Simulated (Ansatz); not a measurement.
# CHF2 (SMILES F[CH]F) at 6 levels

We compute a comparison of 6 runs (U-wB97M-V/STO-3G, UB2PLYP/STO-3G, UBHLYP/STO-3G, UPBE0/STO-3G, UBCCD(T)/STO-3G, UCCSD(T)/STO-3G) of CHF2. 

The calculation is run with Ansatz 0.2.0.

57 further runs of the same task are left out: 10 that didn't finish, 47 set aside as unsound or not needed.

## (1) The system as given

CHF2 has 4 atoms, charge 0, and is taken as a doublet. As SMILES, `F[CH]F`. The F3–C2 distance was set to 1.651 Å, away from the relaxed value.

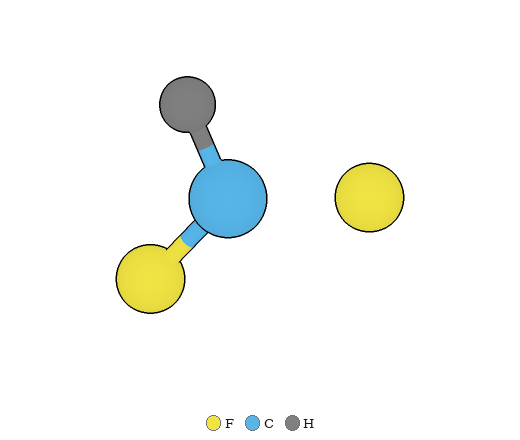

Viewed from a chosen angle; fluorine yellow, carbon blue, hydrogen grey.

## (2) The energy at U-wB97M-V/STO-3G (run 1)

The input, job.yaml:

```yaml
crystal:
  periodic: [false, false, false]
  atoms:
    - symbol: F
      position_ang: [-1.306824, 0.572146, -0.073201]
    - symbol: C
      position_ang: [-0.060024, 0.370946, 0.312899]
    - symbol: F
      position_ang: [0.433100, -1.166800, -0.029600]
    - symbol: H
      position_ang: [0.637876, 1.146246, -0.004601]
basis:
  gaussian: {orbitals: STO-3G}
hamiltonian: {xc: {name: wB97M-V}}
accuracy: high
magnetization: {spin_polarized: true, initial_magnetization: 1}
total_charge: 0
```

Started as:

```bash
$ ansatz run job.yaml --threads 1 --pin off --max-ram 2610MiB --events-out events.jsonl --progress --plain --runs-dir runs
```

The program printed:

```text
Warning: RAYON_NUM_THREADS=1 ignored (pool sized by the plan → 1); use --threads N
Functional definition: wB97M-V
  name "wB97M-V"
  parameter omega = 0.3/bohr
  parameter cx = 0.15
  parameter cx01 = 1.007
  parameter cx10 = 0.259
  parameter css00 = 0.443
  parameter css04 = -1.437
  parameter css10 = -4.535
  parameter css20 = -3.390
  parameter css43 = 4.278
  parameter cos00 = 1.000
  parameter cos10 = 1.358
  parameter cos20 = 2.924
  parameter cos21 = -8.812
  parameter cos60 = -1.390
  parameter cos61 = 9.142
  parameter b = 6.0
  parameter c = 0.01
  gx(w, u) = 1 - cx + cx01*u + cx10*w
  gss(w, u) = css00 + css04*u^4 + css10*w + css20*w^2 + css43*w^4*u^3
  gos(w, u) = cos00 + cos10*w + (cos20 + cos21*u)*w^2 + (cos60 + cos61*u)*w^6
  exchange = spin_sum(e_x_unif_sr(omega)*gx(b97_w, b97_u_x)) + cx*exact_x_sr(omega) + exact_x_lr(omega)
  correlation = spin_sum(e_c_pw_mod_same_spin*gss(b97_w, b97_u_same))
      + integral(e_c_pw_mod_opposite_spin*gos(b97_w_opposite, b97_u_opposite)) + vv10(b, c)
272 factors; integrals over basis functions are off by at most 3.6e-8 eV
122 factors; integrals over basis functions are off by at most 9.2e-10 eV
mean field evaluation 1: about -6389.1494 eV, gradient 1.8e1 eV
mean field evaluation 2: about -6388.5380 eV, gradient 2.4e1 eV
mean field evaluation 4: about -6392.0671 eV, gradient 1.1e0 eV
mean field evaluation 8: about -6392.0529 eV, gradient 7.0e-2 eV
mean field evaluation 16: about -6392.0531 eV, gradient 5.2e-5 eV
mean field -6392.05313655 eV, -234.9036200788 hartree, gradient 2.8e-8 eV, S^2 0.753517; 0 other end points of the search recorded, 0 dependent functions left out
reference -6392.05313790 eV, -234.9036201284 hartree; 13, 12 occupied and 3, 4 virtual orbitals, 272 factors
Total energy: -6392.05313790 eV, -234.9036201284 hartree
```

It took 20 s on 1 thread of Arm Neoverse V1, shared host; peak memory 0.41 GiB.

## (3) The energy at UB2PLYP/STO-3G (run 2)

The input, in.yaml:

```yaml
crystal:
  periodic: [false, false, false]
  atoms:
    - symbol: F
      position_ang: [-1.306824, 0.572146, -0.073201]
    - symbol: C
      position_ang: [-0.060024, 0.370946, 0.312899]
    - symbol: F
      position_ang: [0.433100, -1.166800, -0.029600]
    - symbol: H
      position_ang: [0.637876, 1.146246, -0.004601]
basis:
  gaussian: {orbitals: STO-3G}
magnetization: {spin_polarized: true, initial_magnetization: 1}
hamiltonian: {xc: {name: B2PLYP}}
correlation: {frozen_orbitals: {C: 1, F: 1, H: 0}}
accuracy: high
```

Started as:

```bash
$ ansatz run in.yaml --threads 1 --pin off --max-ram 2610MiB --events-out events.jsonl --progress --plain --runs-dir runs
```

The program printed, cut to the lines that bear on the results:

```text
Warning: RAYON_NUM_THREADS=1 ignored (pool sized by the plan → 1); use --threads N
Functional definition: B2PLYP
  name "B2PLYP"
[...]
272 factors; integrals over basis functions are off by at most 3.6e-8 eV
[...]
mean field -6383.36533072 eV, -234.5843491035 hartree, gradient 8.2e-8 eV, S^2 0.756543; 0 other end points of the search recorded, 0 dependent functions left out
3 core orbitals not correlated: weight in the atoms' cores, before any rotation towards them, 1.000 or more for the frozen orbitals, at most 0.000 for the correlated occupied ones
reference -6383.36534226 eV, -234.5843495276 hartree; 10, 9 occupied and 3, 4 virtual orbitals, 272 factors
second order -3.49667591 eV of doubles, -0.00000000 eV of singles
Total energy: -6384.30944475 eV, -234.6190446544 hartree
```

Wall time 1.7 s (1 thread of Arm Neoverse V1, shared host); peak memory 0.12 GiB.

Run 3 isn't shown in full; the table further down has it.

## (4) A single-point energy at UPBE0/STO-3G (run 4)

The input, molecule.yaml:

```yaml
basis:
  gaussian:
    orbitals: STO-3G
crystal:
  periodic: [false, false, false]
  atoms:
    - {symbol: F, position_ang: [-1.306824, 0.572146, -0.073201]}
    - {symbol: C, position_ang: [-0.060024, 0.370946, 0.312899]}
    - {symbol: F, position_ang: [0.433100, -1.166800, -0.029600]}
    - {symbol: H, position_ang: [0.637876, 1.146246, -0.004601]}
magnetization:
  spin_polarized: true
  initial_magnetization: 1
hamiltonian:
  xc: pbe0
accuracy: high
```

Started as:

```bash
$ ansatz run molecule.yaml --threads 1 --pin off --max-ram 2610MiB --events-out events.jsonl --progress --plain --runs-dir runs
```

The program printed:

```text
Warning: RAYON_NUM_THREADS=1 ignored (pool sized by the plan → 1); use --threads N
Functional definition: PBE0
  name "PBE0"
  parameter a = 0.25
  parameter kappa = 0.804
  parameter beta = 0.06672455060314922
  exchange = (1 - a)*pbe_x(kappa = kappa, mu = beta*pi^2/3) + a*exact_x
  correlation = pbe_c(beta = beta)
272 factors; integrals over basis functions are off by at most 3.6e-8 eV
mean field evaluation 1: about -6385.0626 eV, gradient 1.3e1 eV
mean field evaluation 2: about -6378.0337 eV, gradient 3.6e1 eV
mean field evaluation 4: about -6386.5549 eV, gradient 7.4e-1 eV
mean field evaluation 8: about -6386.5420 eV, gradient 3.2e-2 eV
mean field evaluation 16: about -6386.5421 eV, gradient 1.3e-5 eV
mean field -6386.54205696 eV, -234.7010916397 hartree, gradient 4.7e-8 eV, S^2 0.753963; 0 other end points of the search recorded, 0 dependent functions left out
reference -6386.54205778 eV, -234.7010916699 hartree; 13, 12 occupied and 3, 4 virtual orbitals, 272 factors
Total energy: -6386.54205778 eV, -234.7010916699 hartree
```

Run time: 1.4 s. Hardware: 1 thread of Arm Neoverse V1, shared host; peak memory 0.11 GiB.

Run 5 isn't shown in full; the table further down has it.

## (5) The energy at UCCSD(T)/STO-3G (run 6)

The input, job.yaml:

```yaml
basis:
  gaussian: {orbitals: STO-3G}
crystal:
  periodic: [false, false, false]
  atoms:
    - {symbol: F, position_ang: [-1.306824, 0.572146, -0.073201]}
    - {symbol: C, position_ang: [-0.060024, 0.370946, 0.312899]}
    - {symbol: F, position_ang: [0.433100, -1.166800, -0.029600]}
    - {symbol: H, position_ang: [0.637876, 1.146246, -0.004601]}
magnetization: {spin_polarized: true, initial_magnetization: 1}
correlation: {method: ccsd_t, frozen_orbitals: {C: 1, F: 1, H: 0}}
accuracy: high
scf: {omitted_lower_state_checks: [cluster_reference, increment]}
```

Started as:

```bash
$ ansatz run job.yaml --threads 1 --pin off --max-ram 2610MiB --events-out events.jsonl --progress --plain --runs-dir runs
```

The program printed, cut to the lines that bear on the results:

```text
Warning: RAYON_NUM_THREADS=1 ignored (pool sized by the plan → 1); use --threads N
Functional definition: HF
  name "HF"
[...]
272 factors; integrals over basis functions are off by at most 3.6e-8 eV
[...]
mean field -6365.96110893 eV, -233.9447557496 hartree, gradient 5.4e-8 eV, S^2 0.880334; 0 other end points of the search recorded, 0 dependent functions left out
3 core orbitals not correlated: weight in the atoms' cores, before any rotation towards them, 1.000 or more for the frozen orbitals, at most 0.000 for the correlated occupied ones
reference -6365.96110893 eV, -233.9447557496 hartree; 10, 9 occupied and 3, 4 virtual orbitals, 272 factors
second order -2.07590073 eV of doubles, -0.00000000 eV of singles
cycle   1  -2.56486041 eV  change   -4.9e-1 eV  update   8.6e-2
[...]
cycle  31  -3.19736895 eV  change  -8.2e-10 eV  update   1.6e-9
perturbative correction -0.09662199 eV, -0.0035507925 hartree
Total energy: -6369.25509986 eV, -234.0658076837 hartree
Checks for a lower state left out: cluster_reference, increment
```

Wall time 0.28 s (1 thread of Arm Neoverse V1, shared host).

## (6) The series

| run | level | frozen core orbitals | energy (Eh) | ⟨S²⟩ | wall time |
| --- | --- | --- | --- | --- | --- |
| 1 | U-wB97M-V/STO-3G | – | -234.903620 | 0.754 | 20 s |
| 2 | UB2PLYP/STO-3G | 3 | -234.619045 | 0.757 | 1.7 s |
| 3 | UBHLYP/STO-3G | – | -234.825933 | 0.756 | 1.4 s |
| 4 | UPBE0/STO-3G | – | -234.701092 | 0.754 | 1.4 s |
| 5 | UBCCD(T)/STO-3G | 3 | -234.065594 | 0.880 | 0.36 s |
| 6 | UCCSD(T)/STO-3G | 3 | -234.065808 | 0.880 | 0.28 s |

## (7) Outcome

| quantity | value |
| --- | --- |
| run 6: total energy | -234.06581 Eh |
| run 6: correlation energy (3 core orbitals frozen) | -121.1 mEh |
| run 6: (T) correction | -3.55 mEh |
| run 6: ⟨S²⟩ of the reference determinant | 0.880 |
| run 6: T1 diagnostic | 0.033 |

Totals of different functionals can't be ranked against each other. In runs 1, 2, 3, 4, 5, 6 the basis is minimal, so the values are rough. Spin contamination of the reference: run 5 ⟨S²⟩ = 0.88, run 6 ⟨S²⟩ = 0.88. All runs together took 25 s, the longest 20 s.
